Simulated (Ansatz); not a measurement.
Computed against measured: atomisation enthalpy at 298 K

10 molecules with halogens; the atomisation enthalpy at 298 K in kJ/mol, computed less measured. Shapes, held fixed at every level: PBE0-D4/def2-TZVP. Flexible molecules stand in one conformer, not always the lowest. Thermal terms are harmonic and unscaled (PBE0-D4/def2-TZVP); the spin-orbit lowering of the free atoms is taken from their spectra. Programs: Ansatz 0.2.0. Measured values: CRC Handbook of Chemistry and Physics, NIST-JANAF tables.

Levels: A = BHLYP-D4/def2-TZVPP; B = r2SCAN0-D4/def2-TZVPP; C = CCSD(T)/def2-SVP.

```json
{"molecule": "BBr2F (SMILES FB(Br)Br)", "from tabulated heats": "1388", "A": "-78", "B": "-14", "C": "-75"}
{"molecule": "BBr3 (boron tribromide)", "from tabulated heats": "1110", "A": "-57", "B": "+10", "C": "-63"}
{"molecule": "BF3 (boron trifluoride)", "from tabulated heats": "1944", "A": "-102", "B": "-47", "C": "-77"}
{"molecule": "InBr3 (indium tribromide)", "from tabulated heats": "861", "A": "-82", "B": "-34", "C": "-107"}
{"molecule": "S2F2 (SMILES FSSF)", "from tabulated heats": "1049", "A": "-158", "B": "-77", "C": "-266"}
{"molecule": "CH2I2 (diiodomethane)", "from tabulated heats": "1247", "A": "-63", "B": "-27", "C": "-111"}
{"molecule": "GeF4 (tetrafluorogermane)", "from tabulated heats": "1880", "A": "-142", "B": "-66", "C": "-133"}
{"molecule": "C2ClF3 (chlorotrifluoroethylene)", "from tabulated heats": "2299", "A": "-181", "B": "-66", "C": "-144"}
{"molecule": "C2H2Cl4 (1,1,2,2-tetrachloroethane)", "from tabulated heats": "2504", "A": "-144", "B": "-35", "C": "-189"}
{"molecule": "C3H6Cl2 (1,3-dichloropropane)", "from tabulated heats": "3860", "A": "-121", "B": "-37", "C": "-200"}
```

(1) Which level does best on this set, which worst, and which err to one side?

Results:

(1) 
| level | kind | mean error | mean absolute error | worst case |
| --- | --- | --- | --- | --- |
| BHLYP-D4/def2-TZVPP | global hybrid | -112.8 | 112.8 | C2ClF3 |
| r2SCAN0-D4/def2-TZVPP | global hybrid | -39.3 | 41.3 | S2F2 |
| CCSD(T)/def2-SVP | coupled cluster or CI | -136.5 | 136.5 | S2F2 |

On this set r2SCAN0-D4/def2-TZVPP has the smallest mean absolute error and CCSD(T)/def2-SVP the largest. BHLYP-D4/def2-TZVPP is too low in 10 of 10; r2SCAN0-D4/def2-TZVPP is too low in 9 of 10; CCSD(T)/def2-SVP is too low in 10 of 10. The heats of InBr3, GeF4, C2ClF3, C2H2Cl4, C3H6Cl2 come from older tables and can be uncertain by 10 kJ/mol or more. The molecules' own spin-orbit binding is left out, so errors for heavy halides read too negative. The tabulated values of BBr2F, BBr3, BF3, S2F2, CH2I2 are in doubt (older tables, estimates, or at odds with other calculations) and kept here. Over the 5 molecules whose values aren't doubted the mean absolute errors are A 134.0; B 47.6; C 154.6. Correlated wave functions converge slowly with the basis. For atoms past krypton def2 sets carry core potentials with scalar relativity. Relativity is left out for Br, Ge. Outer-core shells of Br, Ge, I, In are correlated, in sets that cover them unevenly. The set is small.

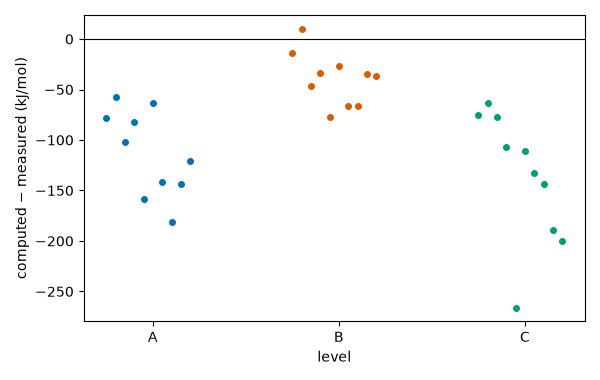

Errors of each level, one point a molecule.
